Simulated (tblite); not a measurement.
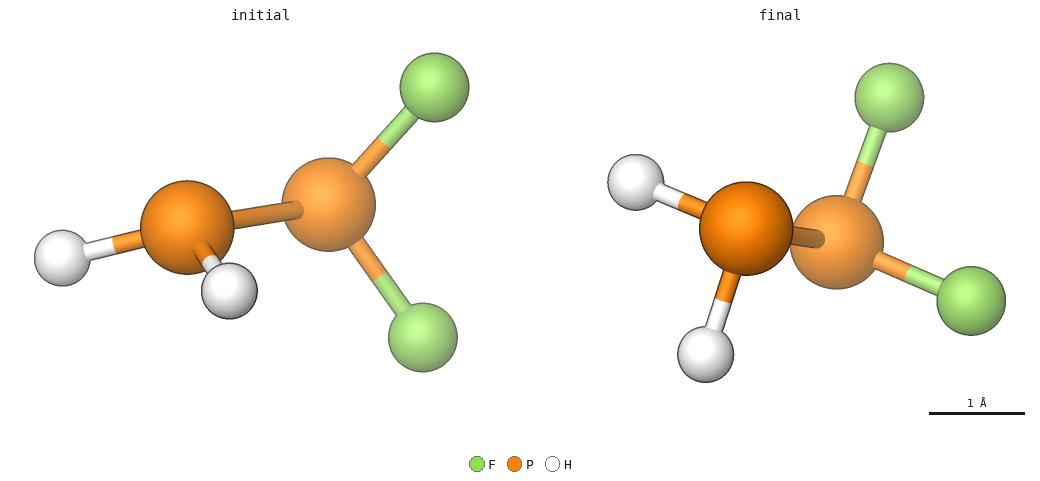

The structure of PF$_{2}$PH$_{2}$ before (left) and after (right) a relaxation, at one scale.

A ball-and-stick model, seen at a tilt.

Level of theory: GFN2-xTB geometry optimisation, gas phase in tblite 0.8.0. 

### What changed between the two?

The energy falls by 43.8 kcal/mol in 58 geometry steps. The largest move after the best rigid fit is that of an H atom, 1.20 Å. Largest moves by element: H 1.20 Å, F 0.88 Å, P 0.60 Å. Near-neighbour distances that change, for instance: F–P 1.731 → 1.621 Å, H–P 1.444 → 1.397 Å, H–P 1.422 → 1.397 Å, P–P 2.175 → 2.195 Å. Bond angles that change, for instance: P–P–H 116.2° → 89.8°, H–P–H 115.7° → 92.3°, F–P–P 112.1° → 97.5°.
